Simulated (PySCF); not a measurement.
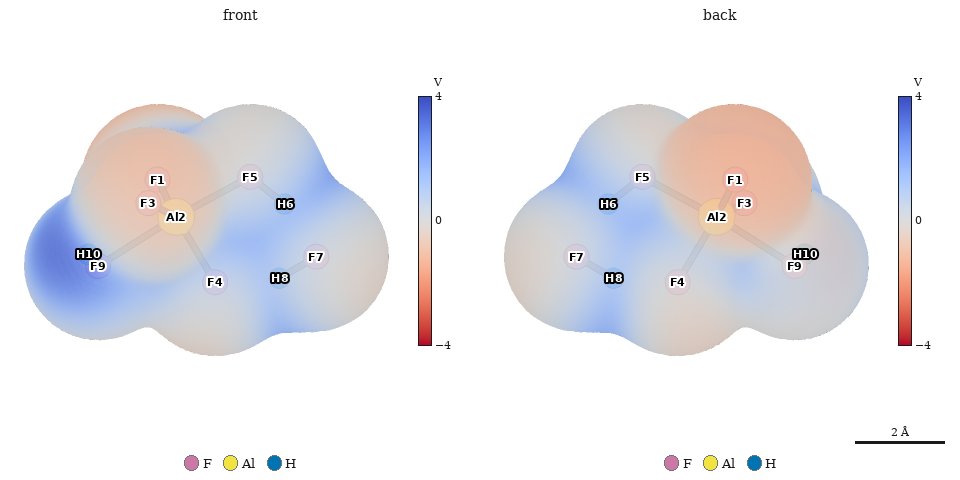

AlF5H2···HF. The molecular electrostatic potential painted on the density surface at 0.001 e/bohr³, seen from the front and from behind; red is negative and blue positive.

Geometry: PBE0-D3(BJ)/def2-SVPD.

All numbers below come from wB97M-D3(BJ)/def2-SVPD, SCF density, gas phase in PySCF.

```yaml
atoms:
  - { symbol: F, position_ang: [-0.5381, -1.7107, -0.8168] }
  - { symbol: Al, position_ang: [0.4130, -0.4058, -0.4111] }
  - { symbol: F, position_ang: [-0.1429, 0.9580, 0.4345] }
  - { symbol: F, position_ang: [2.1308, -0.5711, -0.5663] }
  - { symbol: F, position_ang: [0.3813, 0.4465, -2.1444] }
  - { symbol: H, position_ang: [1.2851, 0.4818, -2.5575] }
  - { symbol: F, position_ang: [2.6725, 0.3069, -2.7024] }
  - { symbol: H, position_ang: [2.7197, -0.1055, -1.8176] }
  - { symbol: F, position_ang: [0.5882, -1.0254, 1.5752] }
  - { symbol: H, position_ang: [0.2511, -0.2110, 1.9014] }
```

> Where is the surface potential most negative and most positive?

The most negative region (about −1.3 V, or −30 kcal/mol for a unit charge) lies over F1, the most positive (about +3.1 V, or +71 kcal/mol for a unit charge) over H10.
